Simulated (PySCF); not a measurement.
# Cl2H7NSi3: what the fields show

Input file:

```
{"job": {"kind": "nmr", "xc": "PBE0", "basis": "pcSseg-1"}, "charge": 0, "multiplicity": 1}
Si     0.174543     0.849462    -0.882833
Si    -0.482160     1.163812     1.332933
N      0.219498    -0.788497    -1.395357
Si    -0.111697    -2.242074    -0.480864
Cl    -1.119859     1.928095    -2.093836
Cl     2.040331     1.721331    -1.142307
H      0.452207     0.467002     2.266089
H     -0.434762     2.635195     1.578308
H     -1.873649     0.662736     1.538105
H      0.500012    -0.925001    -2.365770
H     -0.576800    -1.801413     0.866711
H     -1.174847    -3.058578    -1.138810
H      1.105412    -3.094839    -0.327169
```

Command:

```sh
OMP_NUM_THREADS=1 python cluster_run.py task.json out
```

Geometry: PBE0-D3(BJ)/def2-SVP.

All numbers below come from PySCF, PBE0/pcSseg-1, SCF density, gas phase, non-relativistic.

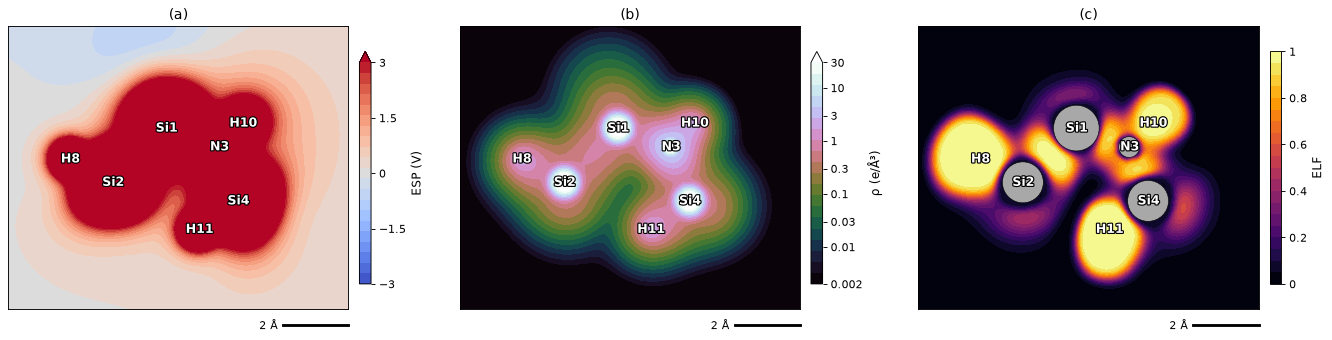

Figure 1. (a) electrostatic potential; (b) electron density; (c) ELF on the plane of atoms Si1, Si2 and H8. Grey discs cover the atomic cores in the ELF map.

What do the fields say about this system?

The plane passes through Si, N and H nuclei.
Si–N (1.72 Å): ρ is about 1.1 e/Å³ halfway; the ELF peaks at about 0.90 between the atoms: a polar covalent bond.
Si–Si (2.33 Å): the density is about 0.68 e/Å³ at the midpoint; the ELF peaks at about 1 between the atoms (a shared electron pair).
N–H (1.02 Å): ρ at the midpoint is about 2.7 e/Å³; the ELF climbs to about 1 towards the hydrogen, as it does in any bond to H: an ordinary covalent bond to hydrogen.
Si–H (1.49 Å): ρ is about 0.79 e/Å³ halfway; the ELF climbs to about 1 towards the hydrogen.
Outside the dense part of the molecule the potential is most negative (−0.6 V) near Cl6, which lies off the plane.

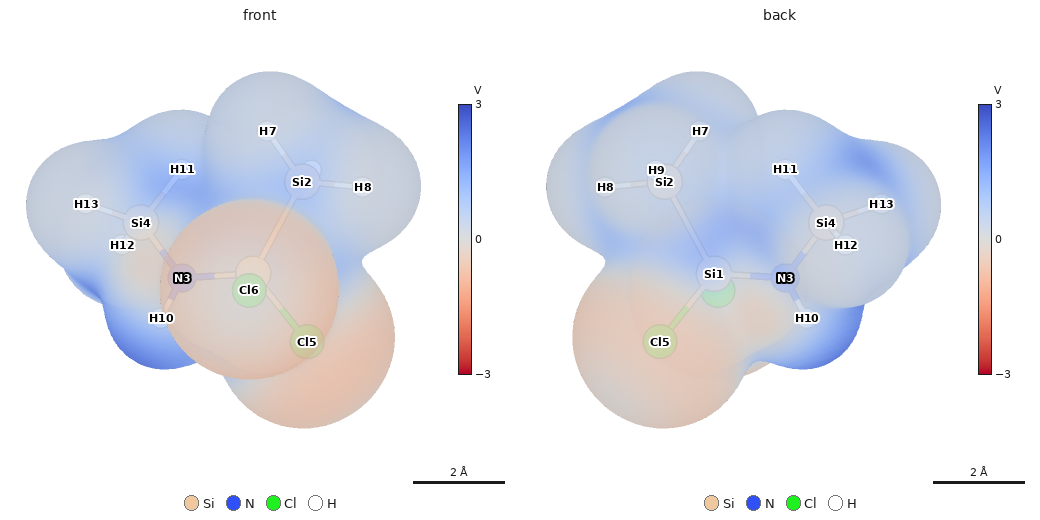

Figure 2. The molecular electrostatic potential painted on the density surface at 0.002 e/bohr³, seen from the front and from behind; red is negative and blue positive.

Which sites attract a positive test charge, and which a negative one?

A positive charge is drawn to the negative regions and a negative charge to the positive ones. The most negative region (about −0.6 V) lies over Cl5 and Cl6, the most positive (about +2.1 V) over H10.

What dipole moment does the calculation give?

Its dipole moment is 2.35 D.
